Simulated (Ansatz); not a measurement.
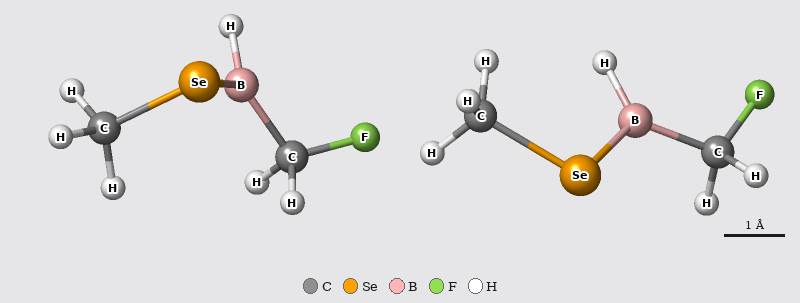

Two geometries of C2H6BFSe (coarse preliminary run), drawn at one scale. One is the start of a relaxation, the other its converged end. Style: ball-and-stick. Shown at a tilt.

Level of theory: RKS PBE-D4/def2-SVP (Ansatz 0.2.0). (force threshold 0.03 eV/Å; at most 200 steps)

Question: Which geometry has the lower energy?

Answer: The right one is the relaxed one. The start comes from a force field. The Se atom moves most after the best rigid fit: 1.71 Å. Largest moves by element: Se 1.71 Å, H 1.50 Å, F 0.82 Å, B 0.62 Å, C 0.46 Å. Some distances before and after: C–Se 1.881 → 1.971 Å, B–Se 1.999 → 1.913 Å, C–F 1.325 → 1.396 Å, C–H 1.153 → 1.105 Å. Among the angles between lasting bonds that change: C–Se–B 90.7° → 101.5°, B–C–H 103.7° → 113.5°, F–C–H 115.2° → 108.6°. Groups turn about B–Se by about 85°, C–Se by about 50°, B–C by about 40°. Over 25 accepted moves (27 points after the start) the energy falls by 1.438 eV. Largest force component: 4 eV/Å at the start, 0.026 eV/Å at the end. The line search rejected the trial steps at points 21, 24 of the run. The forces were under the threshold at step 22, but the run went on from there.
